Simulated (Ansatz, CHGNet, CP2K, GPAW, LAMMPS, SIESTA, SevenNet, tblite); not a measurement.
**Annealed particle of LiCl with 30 % Na on Li sites (108 atoms) in SIESTA**

Aim: run annealed particle of LiCl with 30 % Na on Li sites (108 atoms) in SIESTA and see how near its forces come to a plane-wave reference, and at what cost.

Calculated with SIESTA 5.4.2; the method is named at each step.

## (1) Starting point

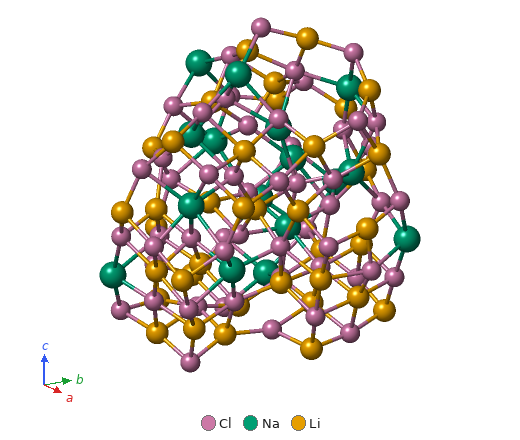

The starting structure, seen slightly off an axis (chlorine pink, sodium teal, lithium orange).

The cell holds 108 atoms: 54 Cl, 16 Na and 38 Li. Cell: a = 24.972 Å, b = 24.628 Å, c = 24.947 Å, α = 90.0°, β = 90.0°, γ = 90.0°. It derives from LiCl (rocksalt LiCl). 1 sphere(s) of radius 7.77 Å cut from rocksalt LiCl (a = 5.25 Å), 30 % of Li replaced at random by Na, in vacuum, ions removed to neutrality; annealed 20 ps at 610 K with the Lennard-Jones and Coulomb ion parameters for SPC/E (Joung and Cheatham, J. Phys. Chem. B 112, 9020 (2008)), full charges, cooled to 300 K. Vacuum lies along a, b and c.

The yardstick, on the same geometry:

| Property | Result |
| --- | --- |
| method | Kohn-Sham DFT, PBE, PAW, plane waves (Ansatz 0.2.0); cutoff 420 eV, Γ point, fermi-dirac smearing of 0.05 eV; PAW set soft_2 |
| r.m.s. force component | 0.1993 eV/Å |
| longest force | 0.9358 eV/Å |
| gap (highest filled to lowest empty level) | 4.443 eV |
| SCF cycles | 7 |
| time | 68 s on 16 threads of Arm Neoverse V2, shared host |
| CPU time | 17 min |

## (2) PBE, DZP, shift 0.01 Ry, mesh 500 Ry

Method: Kohn-Sham DFT, PBE, PseudoDojo 0.4.1 norm-conserving pseudopotentials (converted to PSML), numerical atomic orbitals (DZP), diagonalisation.

The .psml files are PseudoDojo norm-conserving potentials that we converted to this format, checked against plane waves on the same files for H, C, O, Si, Ge and Ca alone.

input.fdf

```
SystemLabel cell
NumberOfAtoms 108
NumberOfSpecies 3
%block ChemicalSpeciesLabel
  1 17 Cl
  2 11 Na
  3 3 Li
%endblock ChemicalSpeciesLabel
LatticeConstant 1.0 Ang
%block LatticeVectors
  24.97242 0.00000 0.00000
  0.00000 24.62796 0.00000
  0.00000 0.00000 24.94686
%endblock LatticeVectors
PAO.BasisSize DZP
PAO.EnergyShift 0.01 Ry
PAO.Polarization.NonPerturbative T
XC.Functional GGA
XC.Authors PBE
MeshCutoff 500 Ry
%block kgrid_Monkhorst_Pack
  1 0 0 0.0
  0 1 0 0.0
  0 0 1 0.0
%endblock kgrid_Monkhorst_Pack
SolutionMethod diagon
OccupationFunction FD
ElectronicTemperature 580 K
SCF.Mixer.Method Pulay
SCF.Mixer.Weight 0.05
SCF.Mixer.History 8
SCF.Mix Hamiltonian
MaxSCFIterations 300
SCF.DM.Tolerance 1e-04
SCF.H.Tolerance 1.0e-3 eV
WriteForces T
Write.HirshfeldPop T
Write.VoronoiPop T
Write.DM F
Write.H F
XML.Write F
AtomicCoordinatesFormat Fractional
%block AtomicCoordinatesAndAtomicSpecies
  0.34133 0.70796 0.37470 1
  0.42360 0.79849 0.55330 1
  0.36901 0.75480 0.47227 2
  0.58695 0.72436 0.49329 1
  0.37833 0.45655 0.47145 3
  0.69896 0.71601 0.44933 2
  0.31628 0.68203 0.53853 1
  0.24626 0.50485 0.28322 3
  0.25231 0.41306 0.31825 1
  0.29061 0.62895 0.43574 2
  0.24599 0.57732 0.34831 1
  0.28735 0.52118 0.56319 2
  0.32735 0.62577 0.29310 2
  0.47670 0.46635 0.43125 1
  0.43421 0.68575 0.35914 3
  0.64498 0.72320 0.35650 1
  0.56354 0.69580 0.40497 3
  0.45975 0.68566 0.45823 1
  0.48396 0.57382 0.43488 2
  0.43487 0.59224 0.31658 1
  0.73574 0.67396 0.54151 1
  0.75210 0.58985 0.50042 3
  0.32404 0.37987 0.26981 3
  0.52569 0.60934 0.28751 3
  0.32793 0.53040 0.23590 1
  0.52990 0.51552 0.24619 1
  0.59376 0.73460 0.27380 3
  0.51052 0.72127 0.31908 1
  0.41981 0.50545 0.26699 3
  0.73404 0.61398 0.40727 1
  0.27359 0.67336 0.62365 3
  0.34171 0.52001 0.75033 1
  0.39056 0.59261 0.69923 3
  0.23914 0.51072 0.70969 2
  0.23347 0.58927 0.63131 1
  0.41043 0.74677 0.63357 3
  0.35430 0.68234 0.68164 1
  0.50179 0.73866 0.53411 3
  0.48089 0.58167 0.74930 1
  0.42130 0.62095 0.55133 2
  0.49654 0.68727 0.62079 1
  0.52555 0.51980 0.65438 2
  0.38169 0.53880 0.61748 1
  0.54058 0.67197 0.71977 2
  0.63749 0.67538 0.67475 1
  0.30980 0.36718 0.57483 3
  0.39738 0.33402 0.58216 1
  0.37230 0.46062 0.67304 3
  0.62990 0.46672 0.44771 1
  0.54841 0.45773 0.50316 3
  0.28320 0.42714 0.64446 1
  0.43340 0.30010 0.49169 3
  0.28717 0.42325 0.49803 1
  0.58925 0.49623 0.35956 3
  0.52895 0.56355 0.53646 1
  0.60291 0.64293 0.56853 2
[... 48 atom lines left out ...]
  0.66946 0.21745 0.42095 3
  0.68795 0.30112 0.47524 1
  0.62069 0.26448 0.34331 1
  0.62316 0.36040 0.41186 2
%endblock AtomicCoordinatesAndAtomicSpecies
```

Command:

```console
> OMP_NUM_THREADS=1 mpirun -np 2 siesta < input.fdf > output.txt
```

The log of the run:

```text
Version         : 5.4.2
reinit: System Name:
reinit: System Label: cell
initatom: Reading input for the pseudopotentials and atomic orbitals ----------
Species number:   1 Atomic number:   17 Label: Cl
Species number:   2 Atomic number:   11 Label: Na
Species number:   3 Atomic number:    3 Label: Li
Ground state valence configuration (from tables):   3s02  3p05  3d00  4f00
Ground state valence configuration (from tables):   3s01  3p00  3d00  4f00
Ground state valence configuration (from tables):   2s01  2p00  3d00  4f00
---- Processing specs for species: Cl
GGA--PBE XC_GGA_X_PBE--XC_GGA_C_PBE pb
---- Processing specs for species: Na
GGA--PBE XC_GGA_X_PBE--XC_GGA_C_PBE pb
Semicore shell(s) with  8 electrons included in the valence for Na
---- Processing specs for species: Li
GGA--PBE XC_GGA_X_PBE--XC_GGA_C_PBE pb
Semicore shell(s) with  2 electrons included in the valence for Li
Semicore shell(s): 2s 2p
Fallback to non-perturbative polarization scheme for Na
Please see the manual if this is not desired in principle
Semicore shell(s): 1s
Cl pseudopotential only contains V_ls up to l=2 -- lmxkb reset.
Na pseudopotential only contains V_ls up to l=1 -- lmxkb reset.
Li pseudopotential only contains V_ls up to l=1 -- lmxkb reset.
Using PAO.SplitTailNorm
%block ChemicalSpeciesLabel
    1   17 Cl                      # Species index, atomic number, species label
    2   11 Na                      # Species index, atomic number, species label
    3    3 Li                      # Species index, atomic number, species label
%endblock ChemicalSpeciesLabel
%block PAO.Basis                 # Define Basis set
Cl                    3                    # Species label, number of l-shells
 n=3   0   2                         # n, l, Nzeta
   4.114      2.819
   1.000      1.000
 n=3   1   2                         # n, l, Nzeta
   5.047      3.483
[...]
n=3   2   1                         # n, l, Nzeta
   5.047
   1.000
Na                    4                    # Species label, number of l-shells
[...]
2.609
[...]
Li                    3                    # Species label, number of l-shells
[...]
n=2   0   2                         # n, l, Nzeta
   8.986      6.783
   1.000      1.000
 n=2   1   1                         # n, l, Nzeta
   8.986
   1.000
%endblock PAO.Basis
coor:   Atomic-coordinates input format  =     Fractional
siesta: System type = molecule
initatomlists: Number of atoms, orbitals, and projectors:    108  1074  1404
siesta: ******************** Simulation parameters ****************************
Total number of electrons:   636.000000
Total ionic charge:   636.000000
 Kpoints in:            1 . Kpoints trimmed:            1
siesta: k-grid: Number of k-points = 1
siesta: k-points from Monkhorst-Pack grid
siesta: k-cutoff (effective) =    12.314 Ang
siesta: k-point supercell and displacements
siesta: k-grid:     1     0     0      0.000
siesta: k-grid:     0     1     0      0.000
siesta: k-grid:     0     0     1      0.000
                     ====================================
                        Single-point calculation
                     ====================================
outcell: Unit cell vectors (Ang):
       24.972420    0.000000    0.000000
        0.000000   24.627960    0.000000
        0.000000    0.000000   24.946860
outcell: Cell vector modules (Ang)   :   24.972420   24.627960   24.946860
outcell: Cell angles (23,13,12) (deg):     90.0000     90.0000     90.0000
outcell: Cell volume (Ang**3)        :  15342.8119
new_DM -- step:     1
Initializing Density Matrix...
Attempting to read DM from file... Failed...
DM filled with atomic data:
InitMesh: MESH = 360 x 360 x 360 = 46656000
InitMesh: Mesh cutoff (required, used) =   500.000   574.362 Ry
stepf: Fermi-Dirac step function
        iscf     Eharris(eV)        E_KS(eV)     FreeEng(eV)     dDmax    Ef(eV) dHmax(eV)
   scf:    1   -51719.671917   -51578.446864   -51578.446864  0.880495 -6.038748  3.912948
   scf:    2   -51580.740836   -51579.612645   -51579.612645  0.012107 -6.053221  3.575699
   scf:    3   -51584.820170   -51583.964068   -51583.964068  0.114322 -2.933385  1.340768
[...]
scf:   11   -51584.351883   -51584.351881   -51584.351881  0.000174 -3.325041  0.000800
   scf:   12   -51584.351881   -51584.351881   -51584.351881  0.000061 -3.324560  0.000529
SCF Convergence by DM+H criterion
max |DM_out - DM_in|         :     0.0000614264
max |H_out - H_in|      (eV) :     0.0005291143
SCF cycle converged after 12 iterations
Using DM_out to compute the final energy and forces
siesta: E_KS(eV) =           -51584.3519
siesta: E_KS - E_eggbox =    -51584.3519
siesta: Atomic forces (eV/Ang):
     1    0.111249   -0.158433   -0.085977
     2    0.153978   -0.344836    0.216773
     3    0.124760   -0.328847    0.124982
[...]
107    0.109750   -0.053898    0.382012
   108   -0.130308   -0.057935   -0.090384
----------------------------------------
   Tot    0.014674    0.038510    0.012509
----------------------------------------
   Max    0.725480
   Res    0.222084    sqrt( Sum f_i^2 / 3N )
----------------------------------------
   Max    0.725480    constrained
Stress tensor Voigt[x,y,z,yz,xz,xy] (kbar):        3.94        4.18        4.70        0.09        0.06       -0.03
(Free)E + p*V (eV/cell)   -51625.2574
Target enthalpy (eV/cell)   -51584.3519
siesta: Program's energy decomposition (eV):
siesta: Ebs     =    -12697.885885
siesta: Eions   =     73192.755628
siesta: Ena     =     14891.307948
siesta: Ekin    =     25754.290577
siesta: Enl     =     -7905.361334
siesta: DEna    =       231.020746
siesta: DUscf   =        13.139243
siesta: Ex      =    -10634.653968
siesta: Ec      =      -741.339464
siesta: Exc     =    -11375.993432
siesta: Eharris =    -51584.351881
siesta: Etot    =    -51584.351881
siesta: FreeEng =    -51584.351881
siesta: Final energy (eV):
siesta:  Band Struct. =  -12697.885885
siesta:       Kinetic =   25754.290577
siesta:       Hartree =  133042.592896
siesta:         Exch. =  -10634.653968
siesta:         Corr. =    -741.339464
siesta:   Exch.-corr. =  -11375.993432
siesta:  Ion-electron = -292564.590360
siesta:       Ion-ion =   93559.348438
siesta:         Total =  -51584.351881
siesta:         Fermi =      -3.324560
siesta: Stress tensor (static) (eV/Ang**3):
siesta:     0.002458   -0.000016    0.000038
siesta:    -0.000016    0.002607    0.000055
siesta:     0.000038    0.000055    0.002934
siesta: Cell volume =      15342.811871 Ang**3
siesta: Pressure (static):
siesta:                Solid            Molecule  Units
siesta:          -0.00002904          0.00000001  Ry/Bohr**3
siesta:          -0.00266610          0.00000083  eV/Ang**3
siesta:          -4.27156754          0.00133267  kBar
    Orbital volume contribution        =          89.854203 eV
    (Free)E + p_basis*V_orbitals       =      -51494.497679 eV
    (Free)Eharris+ p_basis*V_orbitals  =      -51494.497679 eV
siesta: Electric dipole (a.u.)  =   -3.007923   -1.692261    0.590647
siesta: Electric dipole (Debye) =   -7.645379   -4.301299    1.501274
Hirshfeld Atomic Populations:
Atom #   charge [q] valence [e]  Species
     1    -0.235818    7.235818  Cl
     2    -0.256374    7.256374  Cl
     3     0.307312    8.692688  Na
     4    -0.196414    7.196414  Cl
     5     0.148967    2.851033  Li
     6     0.338410    8.661590  Na
[...]
8     0.202192    2.797808  Li
[...]
10     0.289597    8.710403  Na
[...]
15     0.065930    2.934070  Li
[...]
--------------------
 Total     0.000013
Voronoi Atomic Populations:
Atom #   charge [q] valence [e]  Species
[...]
94     0.378458    8.621542  Na
[...]
102     0.163845    2.836155  Li
[...]
105     0.255593    2.744407  Li
   106    -0.202319    7.202319  Cl
   107    -0.196442    7.196442  Cl
   108     0.292407    8.707593  Na
--------------------
 Total     0.000012
```

Run time: 5.4 min. Hardware: 2 MPI ranks of Arm Neoverse V2, shared host; peak memory 8.3 GiB.

Banners, paths, timers and routine set-up lines are dropped from the logs unmarked, and long logs keep their key lines alone; longer cuts are marked.

Against the reference:

* r.m.s. force component: 0.2221 eV/Å
* r.m.s. difference of force components: 63.26 meV/Å
* longest difference of force vectors: 230.4 meV/Å
* force difference over r.m.s. force: 31.74 %
* slope of forces against the reference's: 1.07
* correlation of force components: 0.9607
* gap (highest filled to lowest empty level): 4.334 eV
* gap difference: -0.1085 eV

This run lies far from the reference in forces at the same functional.

Length of the force difference by element (eV/Å):

| element | atoms | mean | most |
| --- | --- | --- | --- |
| Cl | 54 | 0.11 | 0.23 |
| Li | 38 | 0.066 | 0.16 |
| Na | 16 | 0.11 | 0.22 |

Levels nearest the highest filled one (eV from it): -0.39, -0.38, -0.36, -0.36, -0.34, -0.29, -0.28, -0.26, -0.21, -0.14, -0.08, 0.00, 4.33, 4.54, 4.68, 4.72, 4.76, 4.83, 4.94, 5.00, 5.14, 5.20, 5.20, 5.28.

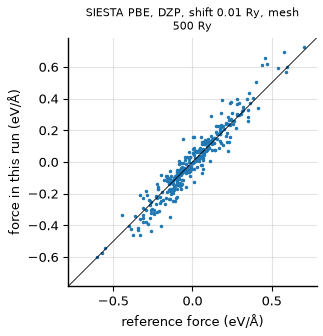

Force components against those of the reference; the line marks equality.

The surroundings of Na40, which has 6 bonded neighbours where the commonest count for Na is 4, nearest first, numbered as they follow in the input and with coordinates relative to it.

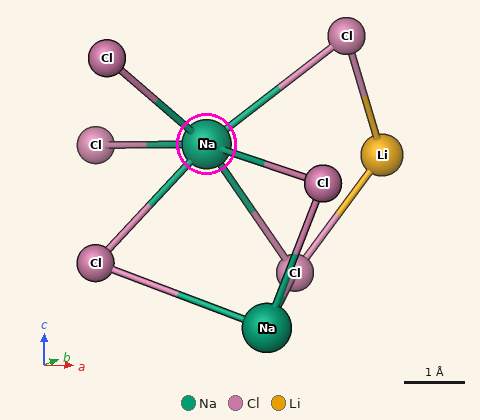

The atoms of the table, within 3.6 Å (arrows a, b, c point along x, y, z); some may hide others; the central atom is ringed.

| atom | x | y | z | distance (Å) | bonds | Hirshfeld charge (e) | Fx | Fy | Fz (eV/Å) |
| --- | --- | --- | --- | --- | --- | --- | --- | --- | --- |
| Na40 | 0.00 | 0.00 | 0.00 | 0.00 | 6 | 0.20 | -0.04 | -0.17 | 0.02 |
| Cl43 | -0.99 | -2.02 | 1.65 | 2.79 | 4 | -0.16 | 0.37 | 0.08 | 0.13 |
| Cl59 | -1.33 | -1.70 | -1.88 | 2.86 | 5 | -0.20 | -0.30 | 0.03 | -0.05 |
| Cl18 | 0.96 | 1.59 | -2.32 | 2.98 | 6 | -0.10 | -0.11 | -0.09 | -0.12 |
| Cl41 | 1.88 | 1.63 | 1.73 | 3.03 | 5 | -0.16 | -0.36 | 0.18 | -0.10 |
| Cl7 | -2.62 | 1.50 | -0.32 | 3.04 | 4 | -0.21 | -0.11 | 0.01 | -0.24 |
| Cl55 | 2.69 | -1.41 | -0.37 | 3.06 | 5 | -0.19 | -0.08 | -0.24 | 0.30 |
| Na19 | 1.56 | -1.16 | -2.91 | 3.50 | 6 | 0.19 | -0.17 | 0.04 | 0.04 |
| Li38 | 2.01 | 2.90 | -0.43 | 3.55 | 4 | 0.08 | -0.12 | 0.03 | -0.05 |

Forces lie 32 % from the reference's, at 0.65 times its CPU time (on 2 against 16 cores).

## (3) PBE, SZ, shift 0.01 Ry, mesh 500 Ry

Method: Kohn-Sham DFT, PBE, PseudoDojo 0.4.1 norm-conserving pseudopotentials (converted to PSML), numerical atomic orbitals (SZ), diagonalisation.

Edit input.fdf of step 2 so:

```diff
@@ -14,3 +14,3 @@
 %endblock LatticeVectors
-PAO.BasisSize DZP
+PAO.BasisSize SZ
 PAO.EnergyShift 0.01 Ry
```

The log of the run:

```text
Version         : 5.4.2
reinit: System Name:
reinit: System Label: cell
initatom: Reading input for the pseudopotentials and atomic orbitals ----------
Species number:   1 Atomic number:   17 Label: Cl
Species number:   2 Atomic number:   11 Label: Na
Species number:   3 Atomic number:    3 Label: Li
Ground state valence configuration (from tables):   3s02  3p05  3d00  4f00
Ground state valence configuration (from tables):   3s01  3p00  3d00  4f00
Ground state valence configuration (from tables):   2s01  2p00  3d00  4f00
---- Processing specs for species: Cl
[... lines left out ...]
        iscf     Eharris(eV)        E_KS(eV)     FreeEng(eV)     dDmax    Ef(eV) dHmax(eV)
[... lines left out ...]
SCF Convergence by DM+H criterion
[... lines left out ...]
SCF cycle converged after 12 iterations
[... lines left out ...]
   Max    0.769703
[... lines left out ...]
   Max    0.769703    constrained
Stress tensor Voigt[x,y,z,yz,xz,xy] (kbar):        5.21        5.51        6.12        0.04        0.18       -0.02
[... lines left out ...]
siesta: FreeEng =    -51480.663069
[... lines left out ...]
siesta:         Fermi =      -2.209145
[... lines left out ...]
siesta:          -0.00003817          0.00000001  Ry/Bohr**3
siesta:          -0.00350504          0.00000083  eV/Ang**3
siesta:          -5.61569220          0.00133069  kBar
    Orbital volume contribution        =          39.120718 eV
    (Free)E + p_basis*V_orbitals       =      -51441.542351 eV
    (Free)Eharris+ p_basis*V_orbitals  =      -51441.542351 eV
siesta: Electric dipole (a.u.)  =   -3.166004   -2.569342    0.180840
siesta: Electric dipole (Debye) =   -8.047179   -6.530617    0.459649
Hirshfeld Atomic Populations:
Atom #   charge [q] valence [e]  Species
     1    -0.335547    7.335547  Cl
     2    -0.364901    7.364901  Cl
     3     0.372978    8.627022  Na
     4    -0.316621    7.316621  Cl
     5     0.291022    2.708978  Li
     6     0.400231    8.599769  Na
[...]
8     0.339466    2.660534  Li
[...]
10     0.371342    8.628658  Na
[...]
15     0.228730    2.771270  Li
[...]
--------------------
 Total     0.000003
Voronoi Atomic Populations:
Atom #   charge [q] valence [e]  Species
[...]
94     0.418410    8.581590  Na
[...]
102     0.331926    2.668074  Li
[...]
105     0.391423    2.608577  Li
   106    -0.315843    7.315843  Cl
   107    -0.335193    7.335193  Cl
   108     0.353257    8.646743  Na
--------------------
 Total     0.000002
```

Elapsed: 3.5 min, on 2 MPI ranks; peak memory 6.5 GiB; 6.9 min of CPU time.

Against the reference:

| Property | Result |
| --- | --- |
| r.m.s. force component | 0.2344 eV/Å |
| r.m.s. difference of force components | 125.4 meV/Å |
| longest difference of force vectors | 430.5 meV/Å |
| force difference over r.m.s. force | 62.92 % |
| slope of forces against the reference's | 0.9935 |
| correlation of force components | 0.8448 |
| gap (highest filled to lowest empty level) | 3.398 eV |
| gap difference | -1.045 eV |

This is a coarse setting, run to see what it loses.

Against the first run (32 %), the force difference from the reference is 63 %, at 0.63 times the CPU time, with 372 basis functions against 1074: the smaller basis costs accuracy.

## (4) PBE, DZP, shift 0.04 Ry, mesh 500 Ry

Method: Kohn-Sham DFT, PBE, PseudoDojo 0.4.1 norm-conserving pseudopotentials (converted to PSML), numerical atomic orbitals (DZP), diagonalisation.

Edit input.fdf of step 3 so:

```diff
@@ -14,4 +14,4 @@
 %endblock LatticeVectors
-PAO.BasisSize SZ
-PAO.EnergyShift 0.01 Ry
+PAO.BasisSize DZP
+PAO.EnergyShift 0.04 Ry
 PAO.Polarization.NonPerturbative T
```

The log of the run:

```text
Version         : 5.4.2
reinit: System Name:
reinit: System Label: cell
initatom: Reading input for the pseudopotentials and atomic orbitals ----------
Species number:   1 Atomic number:   17 Label: Cl
Species number:   2 Atomic number:   11 Label: Na
Species number:   3 Atomic number:    3 Label: Li
Ground state valence configuration (from tables):   3s02  3p05  3d00  4f00
[... lines left out ...]
SCF Convergence by DM+H criterion
[... lines left out ...]
SCF cycle converged after 13 iterations
[... lines left out ...]
   Max    1.443218
[... lines left out ...]
   Max    1.443218    constrained
Stress tensor Voigt[x,y,z,yz,xz,xy] (kbar):       13.69       13.85       15.22        0.31        0.47       -0.02
[... lines left out ...]
siesta: FreeEng =    -51438.257863
[... lines left out ...]
siesta:         Fermi =      -2.531681
[... lines left out ...]
siesta:         -14.25439046         -0.00080459  kBar
[... lines left out ...]
siesta: Electric dipole (Debye) =   -8.046945   -3.628063    1.996396
Hirshfeld Atomic Populations:
Atom #   charge [q] valence [e]  Species
     1    -0.127797    7.127797  Cl
     2    -0.132371    7.132371  Cl
     3     0.218131    8.781869  Na
     4    -0.082037    7.082037  Cl
     5     0.033337    2.966663  Li
     6     0.252910    8.747090  Na
[...]
8     0.060151    2.939849  Li
[...]
10     0.198728    8.801272  Na
[...]
15    -0.067336    3.067336  Li
[...]
--------------------
 Total     0.000026
Voronoi Atomic Populations:
Atom #   charge [q] valence [e]  Species
[...]
94     0.310063    8.689937  Na
[...]
102     0.031122    2.968878  Li
[...]
105     0.138132    2.861868  Li
   106    -0.111459    7.111459  Cl
   107    -0.083488    7.083488  Cl
   108     0.219423    8.780577  Na
--------------------
 Total     0.000025
```

Elapsed: 3.7 min, on 2 MPI ranks; peak memory 7.1 GiB.

Numbers from this run, and their distance from the reference:

| Property | Result |
| --- | --- |
| r.m.s. force component | 0.4594 eV/Å |
| r.m.s. difference of force components | 361.7 meV/Å |
| longest difference of force vectors | 1333 meV/Å |
| force difference over r.m.s. force | 181.5 % |
| slope of forces against the reference's | 1.51 |
| correlation of force components | 0.6552 |
| gap (highest filled to lowest empty level) | 3.781 eV |
| gap difference | -0.6617 eV |

This is a coarse setting, run to see what it loses.

Against the first run (32 %), the force difference from the reference is 181 %, at 0.69 times the CPU time.

(Continued in part 2 of 2.)

[Also dropped from logs without a mark: logging warnings of Python, and SIESTA's first energy breakdown and zero terms.]

[Logs are printed without paths, hosts, clocks, repeated set-up lines and the standing remarks that a program may print on its own settings, such as how far it seeks lower states.]

[Hosts, paths, dates, database ids (printed as entryN), source tags and the programs' standing remarks are cut or masked in the printed files.]
